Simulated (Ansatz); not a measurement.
α-phase Ga was calculated with rVV10 (Ansatz, a first-principles code, plane waves, PAW).

Run with plane-wave cutoff 520 eV, 14×14×12 k mesh (along the axes of the cell as run), Fermi–Dirac smearing 0.05 eV, scalar-relativistic PAW data made under PBE.

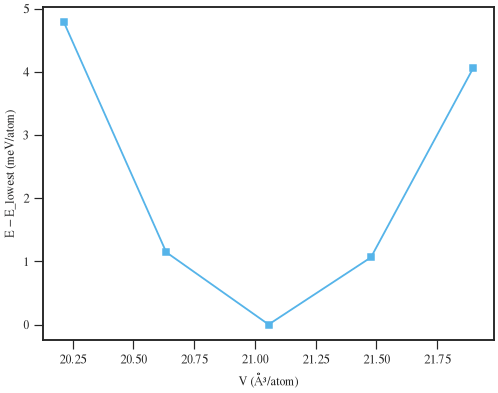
*Total energy against volume*

From the curve, estimate the equilibrium volume and the bulk modulus.

V0 ≈ 21.1 Å³/atom and B0 ≈ 42 GPa; the fit gives V0 = 21.055 Å³/atom, B0 = 41.8 GPa, B′ = 5.3.

Shape and atoms are relaxed at each volume.

Note: the bulk modulus comes from volumes at which shape and atoms were relaxed.

The computed numbers hold no vibrational or temperature effects.

Computing time: very roughly 26 core-minutes.
